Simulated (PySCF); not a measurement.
Input file:

```
{"job": {"xc": "PBE0", "basis": "pcSseg-1", "kind": "nmr", "pop": true}, "charge": 0, "multiplicity": 1}
N      3.417870     0.573443    -0.282615
C      2.376408     0.398695     0.156329
C      1.073474     0.166074     0.691939
C      0.330967    -0.998602     0.051943
C     -1.114862    -0.851944     0.508748
C     -1.518894     0.576417     0.190598
S     -0.036084     1.688043     0.416608
O      0.246041     2.216085    -0.908913
H      1.128379     0.062382     1.779155
H      0.394790    -0.912442    -1.035252
H      0.760675    -1.956807     0.348807
H     -1.181578    -1.034504     1.583782
H     -1.765701    -1.565999     0.002720
H     -1.796889     0.701729    -0.854490
H     -2.319009     0.945420     0.827778
```

Command:

```sh
OMP_NUM_THREADS=1 python ens_run.py task.json out
```

Geometry: GFN2-xTB.

Theory: PBE0/pcSseg-1, SCF density, gas phase, non-relativistic in PySCF.

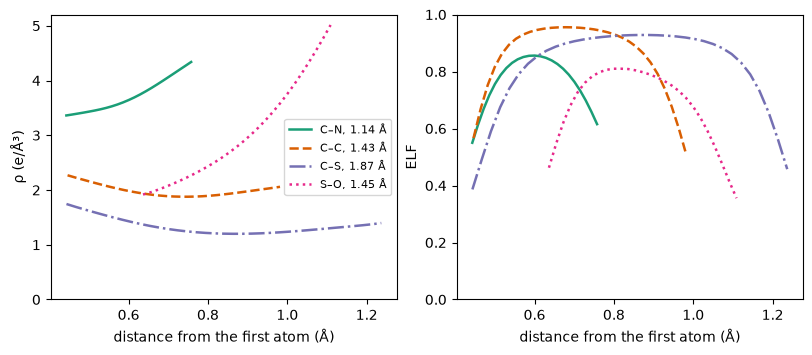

C5H7NOS. Electron density and ELF along straight lines between neighbouring atoms. The curves leave out the atomic cores.

Compare the contacts.

C–N (1.14 Å): ρ is about 3.6 e/Å³ halfway; the ELF peaks at about 0.85 between the atoms (a multiple bond).
C–C (1.43 Å): the density is about 1.9 e/Å³ at the midpoint; the ELF peaks at about 0.95 between the atoms; a covalent bond.
C–S (1.87 Å): the density is about 1.2 e/Å³ at the midpoint; the ELF peaks at about 0.95 between the atoms: localised, covalent bonding.
S–O (1.45 Å): ρ is about 2.2 e/Å³ halfway; the ELF peaks at about 0.80 between the atoms, as expected for a polar covalent bond.
